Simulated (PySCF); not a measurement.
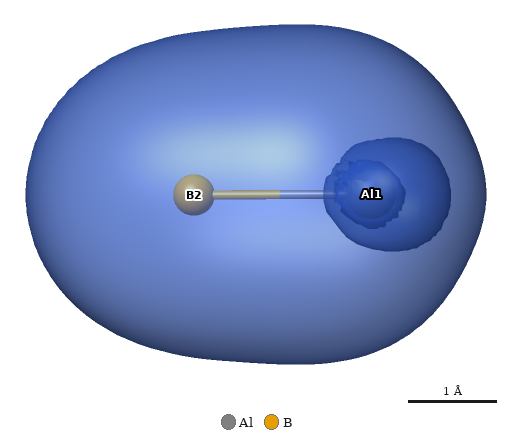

*AlB (charge −1, quartet). Isosurfaces of the spin density (α minus β) at +0.015 (blue) and −0.015 e/Å³ (red), seen from one side.*

These are results of PBE0/def2-SVPD, non-relativistic Hamiltonian with scalar-relativistic core potentials where named, at a bond length of 2.065 Å in PySCF 2.14.0, not measurements.

Q: Which atoms carry the spin?

A: The unpaired spin (3 electrons) lies mostly on B2 (about 1.8) and Al1 (about 1.2), in electrons by Hirshfeld's partition.
